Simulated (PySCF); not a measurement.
# C6H6NOS: the cost of one run

Programs: PySCF 2.14.0, with routines of our own; each step states its level. All values are computed. Atoms count from 0.

## 1. The starting structure

15 atoms, charge 1, multiplicity 1; geometry from: GFN2-xTB.

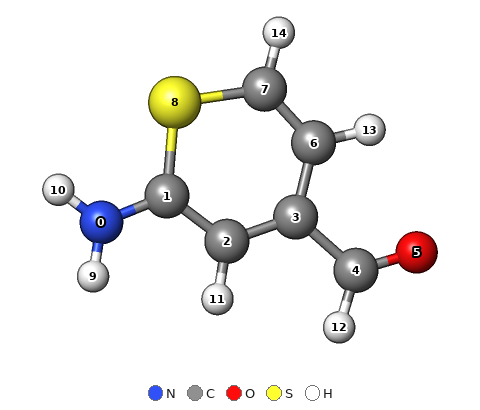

The starting geometry (nitrogen blue, carbon grey, oxygen red, sulfur yellow, hydrogen white).

## 2. Optimising the geometry at PBE0/def2-SV(P)

The job: settings as JSON, then the geometry in Å.

```
{"job": {"xc": "PBE0", "basis": "def2-SV(P)", "grid": 1, "kind": "geom"}, "charge": 1, "multiplicity": 1}
N      2.724809    -0.227735    -0.129702
C      1.459147     0.170581    -0.066781
C      0.397619    -0.749393    -0.032395
C     -0.929243    -0.396624     0.036415
C     -1.984551    -1.462838     0.066507
O     -3.150491    -1.216681     0.127972
C     -1.371962     0.945644     0.079550
C     -0.526126     2.001730     0.053067
S      1.177973     1.880302    -0.028916
H      2.959691    -1.209277    -0.155876
H      3.486018     0.434080    -0.154253
H      0.656605    -1.800390    -0.063526
H     -1.586889    -2.490199     0.026597
H     -2.441266     1.106022     0.135086
H     -0.875746     3.022769     0.084343
```

On the command line:

```sh
$ OMP_NUM_THREADS=1 python excited_run.py task.json out
```

This one command runs all jobs of the session in turn.

Q: Estimate the wall time and peak memory of this first job on 1 thread of Arm Neoverse V2, shared host.

About 35 s, with a peak of 0.59 GiB.
